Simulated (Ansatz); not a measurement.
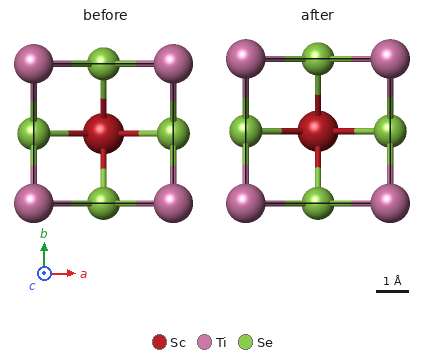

The structure of crystalline ScTiSe4 (a generated structure, set up in P4/mmm) (coarse preliminary run) before (left) and after (right) a relaxation, at one scale.

A ball-and-stick model of the cell of the calculation, seen along the c axis.

These are results of Ansatz 0.2.0, DFT PBE, scalar-relativistic, plane waves, PAW, not measurements. (plane-wave cutoff 420 eV; k-point mesh 4 × 4 × 4; occupations gaussian; smearing width 0.1 eV; collinear spin; cell and atoms relaxed; force threshold 0.04 eV/Å; at most 70 steps)

Q: What changed between the two?

A: The largest moves relative to the cell, 0.064 Å, are those of Se atoms. Sc and Ti stay in place. Cell: a = b 4.489 → 4.647 Å (+3.5 %), c 6.354 → 6.211 Å (−2.3 %). Volume +4.8 %. Near-neighbour distances that change, for instance: Sc–Se 2.737 → 2.818 Å, Se–Ti 2.763 → 2.772 Å. Bond angles that change, for instance: Ti–Se–Ti 108.7° → 113.9°. The space group stays P4/mmm (No. 123). The energy falls by 36.1 meV per atom in 3 accepted moves (5 points after the start). The largest force component goes from 0.79 to 0.0089 eV/Å. Pressure: 4.29 GPa at the start and 0.07 GPa at the end. The line search rejected the trial step at point 1 of the run. The SCF was repeated once at an unchanged geometry on a basis and grid sized afresh for the cell, which shifted the energy by 0.1 meV per atom at most. The program noted that the starting moments weren't kept.
